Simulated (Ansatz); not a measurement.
Results of PBEsol-D3(BJ) (plane waves, PAW; Ansatz, a quantum-chemistry and plane-wave program) for 1T (CdI2-type) MgI2.

Run with plane-wave cutoff 520 eV, 12×12×6 k mesh (along the axes of the cell as run), Fermi–Dirac smearing 0.01 eV, scalar-relativistic PAW data made under PBE.

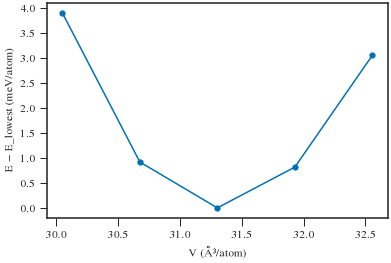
Fig. 1. Total energy against volume

Task: From the curve, estimate the equilibrium volume and the bulk modulus.

Result: V0 ≈ 31.3 Å³/atom and B0 ≈ 22 GPa; the fit gives V0 = 31.302 Å³/atom, B0 = 22.0 GPa, B′ = 8.3.

Shape and atoms are relaxed at each volume.

Note: the bulk modulus comes from volumes at which shape and atoms were relaxed.

Spin–orbit coupling is not included.

Cost on a shared machine: about 10 core-minutes (a rough figure).
